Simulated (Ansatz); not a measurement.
All values below come from PBE (plane waves to 420 eV, PAW; Ansatz, a first-principles code).

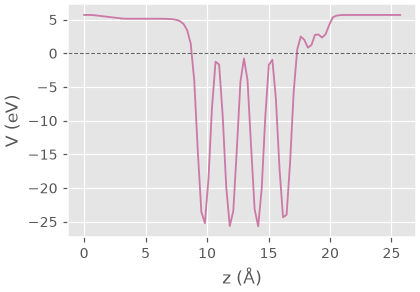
Figure. Electrostatic potential energy of an electron, averaged over planes parallel to the surface, in eV from the Fermi level, for CO on the 1x1 (111) surface of fcc Rh, one in a 2x2 cell, started at the site 'top Rh'

Slab: 18 atoms, 6.5 Å thick at the start under the adsorbate (thin: gaps and levels are the slab's own); k 6x6x1, smearing 0.1 eV, dipole-corrected; 8 atoms held, the rest relaxed; held to the start's symmetry, so lower structures may exist; no spin, no spin-orbit, no U, no dispersion correction. At the end it is bonded to Rh. In PBE it is, or lies within 0.03 eV of, the lowest of the starts that converged.

The vacuum level lies 5.70 eV above the Fermi level over the top face and 5.14 eV above it under the bottom face.
